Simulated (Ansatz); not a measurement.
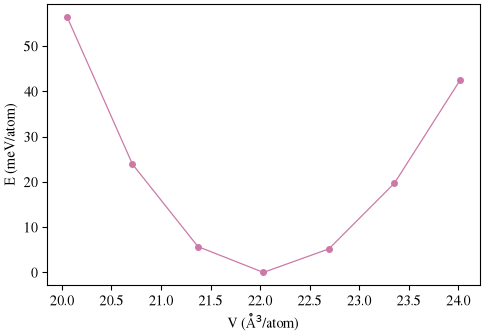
*C in space group Fd-3m (No. 227; C on 8b, C on 32e) under volume change, r²SCAN (plane waves, PAW; program Ansatz), shape and atoms relaxed at each volume.*

What does a third-order Birch–Murnaghan fit give for V₀, B₀ and B′?

V₀ = 22.03 Å³/atom, B₀ = 87.3 GPa, B′ = 3.7.

The start of the workflow was typed in or built on a structure type. Its sites differ from those of the usual phase in this space group: another stacking or structure type. The r²SCAN relaxation kept the symmetry of its start; its stability against distortions is not shown here.

Potentials: the earlier of the program's two PAW sets.
